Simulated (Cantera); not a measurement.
Feed: 1 mol borazine, a varied amount of O₂, held at 1852 °C and 0.000610 bar.

These are equilibrium values from Cantera (NASA tables, ideal gas, pure condensed phases), not measurements of a reactor. Candidate condensed phases: B, BN, B₂O₃, B₃O₃H₃, H₂O; 39 gas species. The feed counts by its element totals alone. The tables' values for BH₂ are old estimates; treat these amounts as uncertain. Kinetics and transport are ignored.

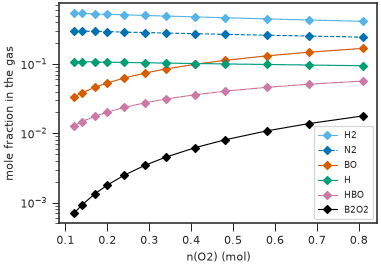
Figure. Equilibrium gas composition (values under 1e-9 drawn at 1e-9)

### Question
Read off the mole fractions at 0.12 mol O₂.

### Answer
H₂ about 0.54, N₂ about 0.30, H about 0.11, BO about 0.033, HBO about 0.013, B₂O₂ about 0.00070.
